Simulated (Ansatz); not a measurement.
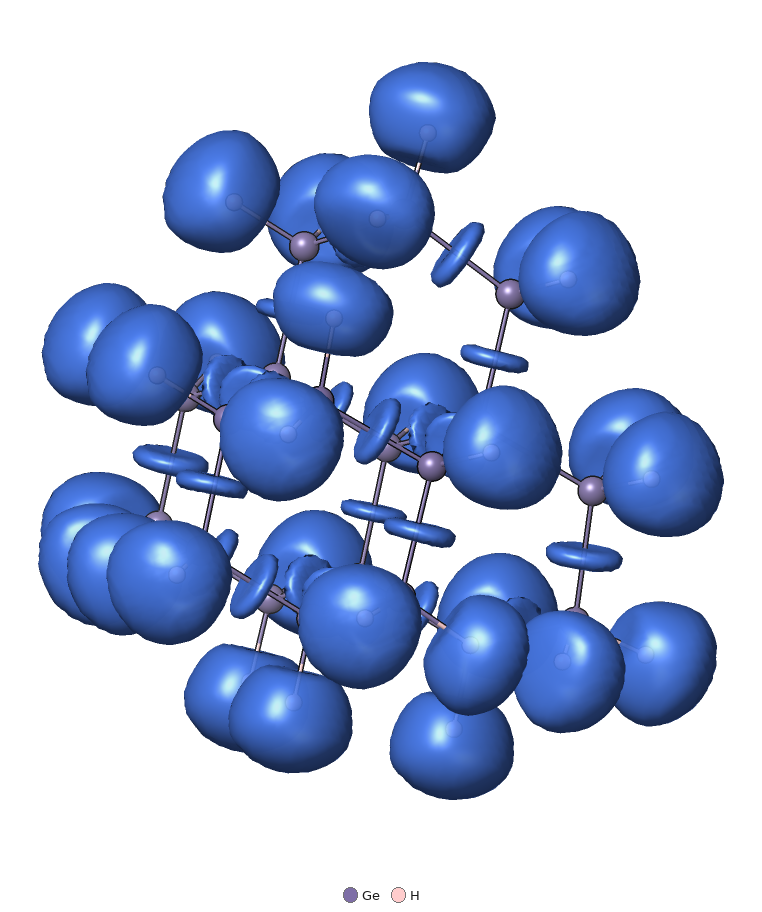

Figure 1: Ge₁₉H₂₈ (Ge19H28 ring sphere). Isosurface of the ELF at 0.75 (blue), seen at a tilt. Only the valence region is drawn (cores and ρ < 0.01 e/Å³ removed).

Geometry: PBE-D4/def2-SVP.

Level of theory: RKS PBE0-D4/def2-TZVP (Ansatz 0.2.0).

Input

```
crystal:
  periodic: [false, false, false]
  atoms:
    - {symbol: Ge, position_ang: [-3.634309, -0.774892, -2.018965]}
    - {symbol: Ge, position_ang: [-3.636206, 2.017562, 0.769171]}
    - {symbol: Ge, position_ang: [-0.769970, -3.636756, -2.016437]}
    - {symbol: Ge, position_ang: [-0.741465, -0.741319, 0.740897]}
    - {symbol: Ge, position_ang: [2.018575, -3.634434, 0.775285]}
    - {symbol: Ge, position_ang: [2.074269, -0.754611, -2.071061]}
    - {symbol: Ge, position_ang: [2.015362, -0.770758, 3.637216]}
    - {symbol: Ge, position_ang: [-0.754078, 2.071186, -2.074346]}
    - {symbol: Ge, position_ang: [2.070865, 2.073726, 0.755232]}
    - {symbol: Ge, position_ang: [-0.776145, 2.017312, 3.634958]}
    - {symbol: Ge, position_ang: [-2.430289, -2.435346, -3.351903]}
    - {symbol: Ge, position_ang: [-2.177955, 0.662374, -0.665008]}
    - {symbol: Ge, position_ang: [-2.435404, 3.351794, 2.431028]}
    - {symbol: Ge, position_ang: [0.715599, 0.712194, -3.487682]}
    - {symbol: Ge, position_ang: [0.664709, -2.178180, -0.662131]}
    - {symbol: Ge, position_ang: [0.661585, 0.664143, 2.178435]}
    - {symbol: Ge, position_ang: [3.351444, -2.430838, 2.436175]}
    - {symbol: Ge, position_ang: [3.487387, 0.715048, -0.711702]}
    - {symbol: Ge, position_ang: [0.712311, 3.487328, -0.714638]}
    - {symbol: H, position_ang: [-4.520965, 0.109519, -2.946172]}
    - {symbol: H, position_ang: [-4.587036, -1.526383, -1.041635]}
    - {symbol: H, position_ang: [-4.590185, 1.040728, 1.519722]}
    - {symbol: H, position_ang: [-4.521247, 2.944048, -0.117606]}
    - {symbol: H, position_ang: [-1.521464, -4.589403, -1.039027]}
    - {symbol: H, position_ang: [0.116155, -4.523345, -2.942070]}
    - {symbol: H, position_ang: [-1.644291, -1.643960, 1.643147]}
    - {symbol: H, position_ang: [1.040885, -4.587035, 1.526469]}
    - {symbol: H, position_ang: [2.945645, -4.521032, -0.109313]}
    - {symbol: H, position_ang: [2.972637, -1.664660, -2.967307]}
    - {symbol: H, position_ang: [1.037420, -1.522536, 4.589090]}
    - {symbol: H, position_ang: [2.940366, 0.115386, 4.524436]}
    - {symbol: H, position_ang: [-1.663991, 2.967627, -2.972656]}
    - {symbol: H, position_ang: [2.967112, 2.971852, 1.665514]}
    - {symbol: H, position_ang: [-1.528484, 1.039070, 4.586078]}
    - {symbol: H, position_ang: [0.108078, 2.943253, 4.523113]}
    - {symbol: H, position_ang: [-3.450592, -3.457070, -3.938766]}
    - {symbol: H, position_ang: [-1.727861, -1.733291, -4.546568]}
    - {symbol: H, position_ang: [-3.457608, 3.938359, 3.451014]}
    - {symbol: H, position_ang: [-1.732449, 4.546664, 1.729822]}
    - {symbol: H, position_ang: [-0.103181, -0.108499, -4.523551]}
    - {symbol: H, position_ang: [1.667227, 1.663879, -4.274276]}
    - {symbol: H, position_ang: [4.546202, -1.728053, 1.734619]}
    - {symbol: H, position_ang: [3.938136, -3.451322, 3.457803]}
    - {symbol: H, position_ang: [4.523617, -0.103510, 0.108766]}
    - {symbol: H, position_ang: [4.273613, 1.667033, -1.663352]}
    - {symbol: H, position_ang: [-0.108541, 4.523232, 0.103953]}
    - {symbol: H, position_ang: [1.664497, 4.273928, -1.665775]}
basis:
  gaussian: {orbitals: def2-TZVP, fitting: {mean_field: def2-universal-jkfit}, initial_orbitals: start.molden}
hamiltonian: {xc: pbe0, dispersion: d4}
scf: {omitted_lower_state_checks: [starts]}
output: {forces: true, orbitals: {seedname: orbitals}}
```

Command:

```sh
ansatz run in.yaml --threads 11 --pin off --events-out ev --progress --plain --max-ram 110592MiB --backend cuda --devices 0, --max-vram 75GiB
```

Q: Describe the localisation domains.

A: The ELF exceeds this value in 24 regions between bonded Ge–Ge atoms (shared pairs) and 28 regions around hydrogen nuclei. Along the contacts the grid gives the following. Ge–Ge (2.45 Å): the ELF peaks at about 0.85 between the atoms; a covalent bond. Ge–H (1.55 Å): the ELF climbs to about 1 towards the hydrogen.
